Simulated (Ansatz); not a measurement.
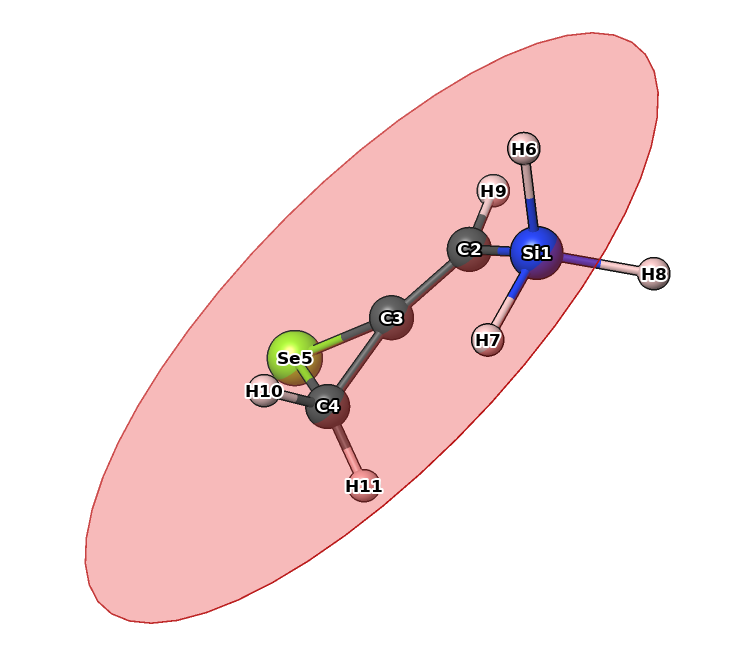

A disc through the centre of mass is drawn in. Distant atoms are faded towards the background colour. The computed structure is the end point of a PBE0-D4/def2-TZVP optimisation. No frequency run is at hand to confirm it as a minimum.

Is the plane of the disc a mirror plane of the structure?

Yes. The reflection leaves Si1, C2, C3, C4, Se5, H7, H9 in place and moves H6 ↔ H8; H10 ↔ H11. The point group is Cs.
